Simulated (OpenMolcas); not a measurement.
# Excited-state calculation, with input and output: GeH3Br (part 2 of 2)

GeH3Br, multiplicity 3; CASPT2/ANO-RCC-VDZP, DKH2 (OpenMolcas 26.06). The geometry is that of the parent species in another charge or spin state. The geometry comes from this level: GFN2-xTB.

Geometry of the input (Å):
```
Ge 0.1350  0.0133  -0.1253
Br -1.5152  -0.1493  1.4074
H  0.1260  1.4202  -0.6414
H  -0.1679  -0.9738  -1.2114
H  1.4221  -0.3104  0.5707
```

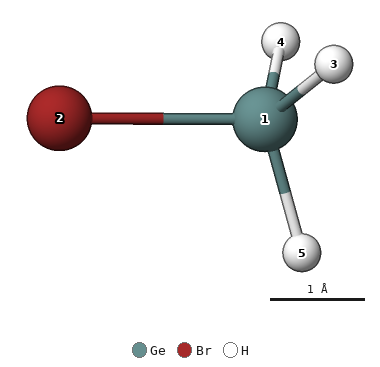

The structure (ball-and-stick view, seen at a tilt; atoms are numbered from 1 in the order of the input). Sticks mark near contacts.

**The program's output, continued**
```
      Average CI energy                           -4702.89484002
      RASSCF energy for state  1                  -4702.89484002
      Super-CI energy                                -0.00000000
      RASSCF energy change                           -0.00000001
      Max change in MO coefficients              -9.402E-04
      Max non-diagonal density matrix element    -1.192E-03
      Maximum BLB matrix element                  2.625E-05
      (orbital pair  24,  67 in symmetry   1)
      Norm of electronic gradient            9.555E-05
--

      Final state energy(ies):
      ------------------------

::    RASSCF root number  1 Total energy:  -4702.89484002
      Von Neumann Entropy (Root   1) =  1.04228

      Mulliken population analysis for root number:  1
      -----------------------------------------------

++    Molecular charges:
      ------------------

      Mulliken charges per centre
      ---------------------------

                GE1     BR2     H3      H4      H5
      Total   31.4497 34.8664  1.2234  1.2331  1.2274

      N-E      0.5503  0.1336 -0.2234 -0.2331 -0.2274

      Total electronic charge=   70.000000

      Total            charge=   -0.000000
--

      Expectation values of various properties for root number:  1
      -----------------------------------------------------------

++    Molecular properties:
      ---------------------

      Charge (e):
                      =   -0.0000
      Dipole Moment (debye):
      Origin of the operator (angstrom)=   -0.6943   -0.0684    0.6449
                   X= -1.7908E+00               Y= -1.1527E-01               Z=  1.6924E+00           Total=  2.4667E+00
      Quadrupole Moment (debye*angstrom):
      Origin of the operator (angstrom)=   -0.6943   -0.0684    0.6449
                  XX= -4.2497E+01              XY= -1.1497E+00              XZ=  3.3906E+00              YY= -3.7994E+01
                  YZ= -6.9232E-01              ZZ= -4.2334E+01
      In traceless form (debye*angstrom)
                  XX= -2.3335E+00              XY= -1.7246E+00              XZ=  5.0860E+00              YY=  4.4218E+00
                  YZ= -1.0385E+00              ZZ= -2.0883E+00
--

      Mulliken spin population analysis for root number:  1
      ---------------------------------------------------

++    Molecular charges:
      ------------------

      Mulliken spin population per centre
      ---------------------------

                GE1     BR2     H3      H4      H5
      Total    0.7172  1.1595  0.0494  0.0314  0.0424

      Total electronic spin=    2.000000
--

      LoProp population analysis for root number:  1
      -----------------------------------------------

++    LoProp analysis:
      ----------------

++    Static properties:
      ------------------

      LoProp Charges per center

                   GE1      BR2      H3       H4       H5
      Nuclear     32.0000  35.0000   1.0000   1.0000   1.0000
      Electronic -32.0086 -34.7800  -1.0629  -1.0792  -1.0693

      Total       -0.0086   0.2200  -0.0629  -0.0792  -0.0693
--

      Natural Bond Order analysis for root number:  1

++    Natural Bond Order analysis
      ---------------------------
      Based on LoProp computed density
      -------------------------------------------------------------------------------------
      Atom A       Atom B       Bond Order
      -------------------------------------------------------------------------------------
      NBO located      0.984 non-bonded electrons on atom GE1
      NBO located      1.004 non-bonded electrons on atom GE1
      NBO located      1.002 non-bonded electrons on atom GE1
      NBO located      0.997 non-bonded electrons on atom GE1
      NBO located      0.997 non-bonded electrons on atom GE1
      NBO located      0.997 non-bonded electrons on atom GE1
      NBO located      0.999 non-bonded electrons on atom GE1
      NBO located      0.999 non-bonded electrons on atom GE1
      NBO located      1.000 non-bonded electrons on atom GE1
      NBO located      1.000 non-bonded electrons on atom GE1
      NBO located      1.000 non-bonded electrons on atom GE1
      NBO located      1.000 non-bonded electrons on atom GE1
      NBO located      1.000 non-bonded electrons on atom GE1
      NBO located      1.000 non-bonded electrons on atom GE1
      NBO located      0.908 non-bonded electrons on atom BR2
      NBO located      0.947 non-bonded electrons on atom BR2
      NBO located      0.999 non-bonded electrons on atom BR2
      NBO located      1.000 non-bonded electrons on atom BR2
      NBO located      1.000 non-bonded electrons on atom BR2
      NBO located      1.000 non-bonded electrons on atom BR2
      NBO located      1.000 non-bonded electrons on atom BR2
      NBO located      1.000 non-bonded electrons on atom BR2
      NBO located      1.000 non-bonded electrons on atom BR2
      NBO located      1.000 non-bonded electrons on atom BR2
      NBO located      1.000 non-bonded electrons on atom BR2
      NBO located      1.000 non-bonded electrons on atom BR2
      NBO located      1.000 non-bonded electrons on atom BR2
      NBO located      1.000 non-bonded electrons on atom BR2
      NBO located      1.000 non-bonded electrons on atom BR2
      The remaining    6.245 electrons are to be considered as diffuse
--

--

      Average orbitals are written to the RASORB file
      Natural orbitals for root   1 are written to the RASORB.1 file
      Spin density orbitals for root   1 are written to the SPDORB.1 file

--- Stop Module: rasscf /rc=_RC_ALL_IS_WELL_ ---
--- Module rasscf spent 3 seconds ---

--- Start Module: caspt2 ---

                                              &CASPT2

                       available to each process: 1.9 GB of memory, 1 thread

++    Wave function specifications:
      -----------------------------

      Number of closed shell electrons          10
      Number of electrons in active shells       4
      Max number of holes in RAS1 space          0
      Max number of electrons in RAS3 space      0
      Number of inactive orbitals                5
      Number of active orbitals                  4
      Number of secondary orbitals              32
      Spin quantum number                      1.0
      State symmetry                             1
      Number of CSFs                            15
      Number of CASSCF root(s) available         1
      CASPT2 state passed to geometry opt.       1
      A file JOBMIX will be created
      This is a CASSCF or RASSCF reference function
--

++    Orbital specifications:
      -----------------------

      Symmetry species                           1
                                                 a
      Frozen orbitals                           28
      Inactive orbitals                          5
      Active orbitals                            4
      Secondary orbitals                        32
      Deleted orbitals                           0
      Number of basis functions                 69
--

++    CASPT2 specifications:
      ----------------------

      Type of calculation                        SS-CASPT2
      Fock operator                              state-specific
      IPEA shift                                 0.25
      Real shift                                 0.00
      Imaginary shift                            0.20
      The input orbitals will be transformed to quasi-canonical
--

--------------------------------------------------------------------------------
 Estimated memory requirements:
  POLY3 :                   250665
  RHS:                      277844
  SIGMA :                   292240
  PRPCTL:                        0
 Available workspace:    232488870

++ CASPT2 computation for group   1

********************************************************************************
 Multi-State initialization phase begins for group   1
--------------------------------------------------------------------------------
********************************************************************************
 Compute H0 matrices for state    1
--------------------------------------------------------------------------------
--------------------------------------------------------------------------------
 H0 matrices have been computed.

********************************************************************************
  CASPT2 EQUATION SOLUTION
--------------------------------------------------------------------------------

  Total nr of CASPT2 parameters:
   Before reduction:       52514
   After  reduction:       48397

 Variance of |WF0>:       0.4615000259

 The contributions to the second order correlation energy in atomic units.
-----------------------------------------------------------------------------------------------------------------------------
  IT.      VJTU        VJTI        ATVX        AIVX        VJAI        BVAT        BJAT        BJAI        TOTAL       RNORM
-----------------------------------------------------------------------------------------------------------------------------
   1    -0.001840   -0.001095   -0.005182   -0.024737   -0.013146   -0.016861   -0.043445   -0.085762   -0.192068    0.001312
   2    -0.001850   -0.001099   -0.005203   -0.024785   -0.013154   -0.016875   -0.043474   -0.085795   -0.192236    0.000087
   3    -0.001850   -0.001099   -0.005203   -0.024786   -0.013155   -0.016875   -0.043474   -0.085795   -0.192238    0.000008
-----------------------------------------------------------------------------------------------------------------------------

  FINAL CASPT2 RESULT:

      Reference energy:       -4702.8948400168
      E2 (Non-variational):      -0.1922372522
      Shift correction:          -0.0017912360
      E2 (Variational):          -0.1940284881
      Total energy:           -4703.0888685049
      Residual norm:              0.0000006589
      Reference weight:           0.91887

      Contributions to the CASPT2 correlation energy
      Active & Virtual Only:         -0.0220778419
      One Inactive Excited:          -0.0701102176
      Two Inactive Excited:          -0.1000491927

++ Denominators, etc.
--------------------------------------------------------------------------------------------------------------
 Report on small energy denominators, large coefficients, and large energy contributions.
CASE  SYMM ACTIVE-MIX  NON-ACTIVE INDICES          DENOMINATOR     RHS VALUE       COEFFICIENT     CONTRIBUTION
VJTU     1  Mu1.0001  In1.031                       0.28844478     -0.00001335      0.00006554     -0.00000000
VJTU     1  Mu1.0001  In1.032                       0.24350643      0.00002713      0.00237684      0.00000006
VJTU     1  Mu1.0001  In1.033                       0.23242753      0.00001806     -0.00003507     -0.00000000
ATVX     1  Mu1.0001  Se1.038                       0.19084078      0.00000250      0.00035052      0.00000000
ATVX     1  Mu1.0001  Se1.039                       0.26966628      0.00000987     -0.00008655     -0.00000000
ATVX     1  Mu1.0001  Se1.040                       0.28091948      0.00005022      0.00014311      0.00000001
ATVX     1  Mu1.0014  Se1.048                       2.02034763     -0.06741018      0.03292104     -0.00221921
AIVX     1  Mu1.0005  In1.029 Se1.048               2.07410694      0.06993223     -0.03315842     -0.00231884
BVATP    1  Mu1.0003  Se1.048 Se1.048               2.22848588      0.06681723     -0.02970224     -0.00198462
--

   (Skipping property calculation,
    use PROP keyword to activate)
--

  Total CASPT2 energies:
::    CASPT2 Root  1     Total energy:  -4703.08886850

  A NEW JOBIPH FILE NAMED 'JOBMIX' IS PREPARED.
********************************************************************************
--- Stop Module: caspt2 /rc=_RC_ALL_IS_WELL_ ---

--- Start Module: rassi ---

                                               &RASSI

                       available to each process: 1.9 GB of memory, 1 thread

      ********************************************************************************
      *                             General data section                             *
      ********************************************************************************

   Specific data for JOBIPH file JOBMIX
   -------------------------------------

   Header from SEWARD:

   CASSCF title (first line only):
       (No title given)

  STATE IRREP:                1
  SPIN MULTIPLICITY:          3
  ACTIVE ELECTRONS:           4
  MAX RAS1 HOLES:             0
  MAX RAS3 ELECTRONS:         0
  NR OF CONFIG:              15
 ###############################################################################
 ###    WARNING: EJOB used when HEFF is available, possible                  ###
 ###    extra interaction between states is ignored!                         ###
 ###############################################################################

   The following data are common to all the states:
   ------------------------------------------------
   (note: frozen counts as inactive, deleted as secondary)

      Nr of irreps: 1

                 Total     No./Irrep
      Irrep                  1
                             a

      INACTIVE      33      33
      ACTIVE         4       4
      SECONDARY     32      32
      BASIS         69      69

      RAS1           0       0
      RAS2           4       4
      RAS3           0       0

        MATRIX ELEMENTS WILL BE COMPUTED FOR THE FOLLOWING ONE-ELECTRON OPERATORS, UNLESS ZERO BY SYMMETRY.
   (Herm=Hermitian, Anti=Antihermitian, Sing=Singlet operator, Trip=Triplet operator)
     MLTPL  0   1 (HERMSING)     MLTPL  1   1 (HERMSING)     MLTPL  1   2 (HERMSING)
     MLTPL  1   3 (HERMSING)     MLTPL  2   1 (HERMSING)     MLTPL  2   2 (HERMSING)
     MLTPL  2   3 (HERMSING)     MLTPL  2   4 (HERMSING)     MLTPL  2   5 (HERMSING)
     MLTPL  2   6 (HERMSING)     VELOCITY   1 (ANTISING)     VELOCITY   2 (ANTISING)
     VELOCITY   3 (ANTISING)     ANGMOM     1 (ANTISING)     ANGMOM     2 (ANTISING)
     ANGMOM     3 (ANTISING)     MLTPV  2   1 (ANTISING)     MLTPV  2   2 (ANTISING)
     MLTPV  2   3 (ANTISING)     MLTPV  2   4 (ANTISING)     MLTPV  2   5 (ANTISING)
     MLTPV  2   6 (ANTISING)

       EIGENSTATES OF A SPIN-FREE HAMILTONIAN WILL BE COMPUTED BASED ON:

  a Hamiltonian matrix assumed to be diagonal with energies read from the wavefunction file(s).

  Nr of states:                    1

   State:        1
  JobIph:        1
 Root nr:        1

  HAMILTONIAN MATRIX FOR THE ORIGINAL STATES:

  Diagonal, with energies
  -4703.08886850

      OVERLAP MATRIX FOR THE ORIGINAL STATES:

  Diagonal, with elements
      1.00000000

::    RASSI State    1     Total energy:   -4703.08886850493855

      ****************************************************************************************************
      *                                         Spin-free section                                        *
      *                 Note: index according to input order, order according to energy.                 *
      ****************************************************************************************************

  SPIN-FREE ENERGIES:
  (Shifted by EMIN (a.u.) =      -4703.0888685049)

 SF State       Relative EMIN(au)   Rel lowest level(eV)    D:o, cm**(-1)

     1             0.0000000000        0.0000000000              0.0000

++ Dipole transition strengths (spin-free states):
   -----------------------------------------------
     for osc. strength at least  1.00000000E-05

  ( Max oscillator strength is only    0.0000000000000000      )
--

++ Velocity transition strengths (spin-free states):
   -------------------------------------------------
     for osc. strength at least  1.00000000E-05

  ( Max oscillator strength is only    0.0000000000000000      )
--

++ Length and velocity gauge comparison (spin-free states):
   --------------------------------------------------------

 --------------------------------------------------
 A comparison between the dipole oscillator strengths in
 length and velocity gauge will be performed

     All dipole oscillator differences above the tolerance of   1.00000000E-01  will be printed

 Due to basis set deficiency these oscillator may be problematic

 The tolerance is defined as ABS(1-O_l/O_v)
 O_l : dipole oscillator strength in length gauge
 O_p : dipole oscillator strength in velocity gauge
 --------------------------------------------------

 No problematic oscillator strengths above the tolerance   0.10000000000000001       have been found

--

 Electric-dipole - electric-octupole not included
 Electric-dipole - magnetic-quadrupole not included

      ****************************************************************************************************
      *                                    Special properties section                                    *
      ****************************************************************************************************

--- Stop Module: rassi /rc=_RC_ALL_IS_WELL_ ---

.##################.
.# Happy landing! #.
.##################.

    Timing: Wall=9.83 User=8.83 System=0.99
```

**Key numbers**

| quantity | value |
| --- | --- |
| outcome | converged |
| total energy | −4703.088869 hartree |
| CASSCF energy | −4702.894840 hartree |
| basis functions | 69 |
| wall time | 10 s |
| peak memory | 0.26 GiB |
